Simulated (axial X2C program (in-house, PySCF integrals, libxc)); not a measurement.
# Linear MoOH⁻ at several levels

Aim: the two bond lengths and stretching wavenumbers of linear MoOH⁻, with and without spin–orbit coupling, at PBE0, HF, TPSSh, MP2.

Method: all-electron X2C, two-component (2c) or spin-free, Mo dyall-v3z, O dyall-av3z, H dyall-v3z; program: an in-house X2C program for linear molecules on PySCF integrals.

All values are calculated.

2 further runs of the same task are left out: 2 set aside as unsound or not needed.

### Step 1. The job

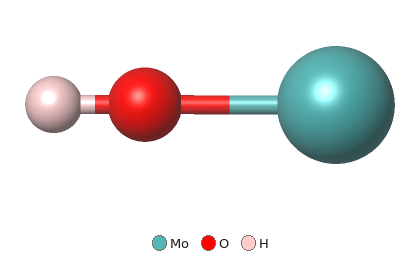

The atoms on one line, bonds 2.010 and 0.960 Å (molybdenum teal, oxygen red, hydrogen pink).

Input file task.json:

```json
{"zs": [42, 8, 1], "q": -1, "bas": ["dyall-v3z", "dyall-av3z", "dyall-v3z"], "r0": [2.01, 0.96], "symm": 0, "scan": ["PBE0", "HF", "TPSSh"], "levels": ["PBE0", "HF", "LDA"], "nst": 2}
```

Keys: zs atomic numbers; q charge; bas basis sets; r0 starting distance in Å; symm equal bonds; scan levels of the two-bond scan (MP2 follows by itself at each HF point); levels methods; nst determinants followed.

Launch:

```
python solin.py task.json out
```

Masses Mo 97.905, O 15.995, H 1.008 u.

### Step 2. Scan at PBE0, 2c

State: Ω = 3 (beyond evenly filled blocks: ω = 1/2, ω = 5/2). Energies above the lowest point, from the job's result record:

```tsv
r(Mo–O) (Å)	r(O–H) (Å)	E (meV)
1.9919	0.9301	30.81
1.9919	0.9540	15.24
1.9919	0.9778	29.70
2.0430	0.9301	15.14
2.0430	0.9540	0.00
2.0430	0.9778	15.09
2.0430	1.0017	55.61
2.0941	0.9301	28.24
2.0941	0.9540	13.26
2.0941	0.9778	28.67
2.1452	0.9540	48.01
2.1452	1.0017	104.73
```

A quadratic surface with cubic terms in each bond gives the minimum at 2.043 and 0.953 Å, force constants 1.75, 8.53 and coupling 0.04 mdyn/Å.

### Step 3. Scan at HF, 2c

State: Ω = 3 (beyond evenly filled blocks: ω = 1/2, ω = 5/2). Energies above the lowest point, from the job's result record:

```tsv
r(Mo–O) (Å)	r(O–H) (Å)	E (meV)
1.9919	0.9301	89.33
1.9919	0.9540	104.16
1.9919	0.9778	149.85
2.0430	0.9301	27.65
2.0430	0.9540	41.97
2.0430	0.9778	87.20
2.0430	1.0017	158.80
2.0941	0.9301	0.00
2.0941	0.9540	13.75
2.0941	0.9778	58.42
2.1452	0.9540	12.07
2.1452	1.0017	126.56
```

A quadratic surface with cubic terms in each bond gives the minimum at 2.122 and 0.933 Å, force constants 1.38, 9.95 and coupling -0.07 mdyn/Å.

### Step 4. Scan at TPSSh, 2c

State: Ω = 3 (beyond evenly filled blocks: ω = 1/2, ω = 5/2). Energies above the lowest point, from the job's result record:

```tsv
r(Mo–O) (Å)	r(O–H) (Å)	E (meV)
1.9919	0.9301	35.61
1.9919	0.9540	11.86
1.9919	0.9778	17.54
2.0430	0.9301	23.09
2.0430	0.9540	0.00
2.0430	0.9778	6.58
2.0430	1.0017	37.96
2.0941	0.9301	39.72
2.0941	0.9540	16.97
2.0941	0.9778	24.09
2.1452	0.9540	55.55
2.1452	1.0017	95.50
```

A quadratic surface with cubic terms in each bond gives the minimum at 2.036 and 0.960 Å, force constants 1.83, 7.98 and coupling 0.07 mdyn/Å.

### Step 5. Comparison

| level | r(Mo–O) (Å) | r(O–H) (Å) | lower stretch (cm⁻¹) | upper stretch (cm⁻¹) |
| --- | --- | --- | --- | --- |
| PBE0, 2c | 2.043 | 0.953 | 452.6 | 3907.8 |
| HF, 2c | 2.122 | 0.933 | 401.5 | 4222.8 |
| TPSSh, 2c | 2.036 | 0.960 | 462.6 | 3780.3 |
| MP2, 2c | 2.058 | 0.958 | 456.8 | 3895.1 |
| PBE0, spin-free | 2.042 | 0.954 | 452.8 | 3906.2 |
| HF, spin-free | 2.121 | 0.933 | 402.1 | 4222.7 |
| TPSSh, spin-free | 2.035 | 0.960 | 463.0 | 3778.3 |
| MP2, spin-free | 2.058 | 0.958 | 457.4 | 3895.0 |

Scans not shown above were run alike.

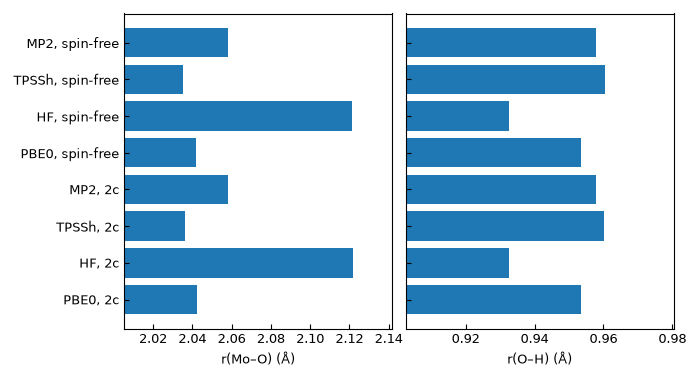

The two bond lengths by level.

What this shows: Over the levels the Mo–O bond spans 2.035 to 2.122 Å and the O–H bond 0.933 to 0.960 Å. At PBE0 spin–orbit coupling leaves both bonds unchanged to 0.001 Å. Each state is one determinant, the lowest of a limited PBE0 search; the stretches come from a fit to few points and are good to some per cent at best. MP2 freezes inner shells (threshold -2 hartree). For an anion the highest level of a functional can be positive, and the basis then holds the extra electron. The molecule was held linear; bending was not examined, so a bent shape may lie lower. Open-shell Ω = 0 determinants with evenly filled partner blocks cannot be reached by this program, so the Ω shown need not be the lowest component. Note: several unpaired electrons, one determinant need not be a pure state.
